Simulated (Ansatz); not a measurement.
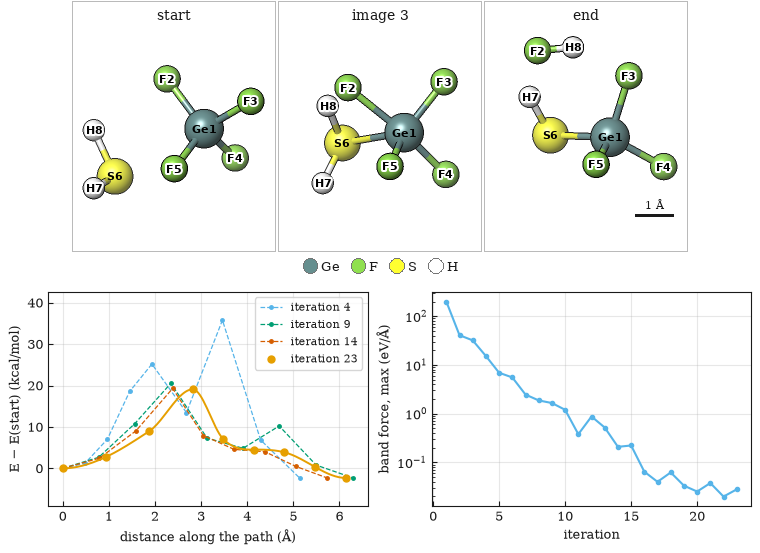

A nudged-elastic-band calculation for GeH$_{2}$SF$_{4}$, made up at the start of GeF4 and H₂S. Images are numbered from 0 (start) to 8 (end). The plot follows the band through its iterations. A ball-and-stick model, seen from a free direction.

Theory: RKS BLYP-D4/def2-SVP in Ansatz. Set-up: 7 movable images; climbing image; force threshold 0.03 eV/Å; iteration limit 60; starting path through a guess of the saddle point.

How did the profile develop, and is the result final?

The result is final at these settings. The band converged in 23 iterations. The largest component of the band force went from 200 to 0.028 eV/Å. The climbing image converged on the top of the path. Its vibrational analysis gives one imaginary mode (601i cm⁻¹), as a transition state must have. The first iteration put the highest image at 1099.7 kcal/mol. The highest point, image 3, lies 19.1 kcal/mol above the start and 21.4 kcal/mol above the end; the end is at −2.3 kcal/mol relative to the start.

Limits of the set-up: the start holds two separate molecules, 2.7 Å apart at their closest, whose relative position is a soft coordinate.
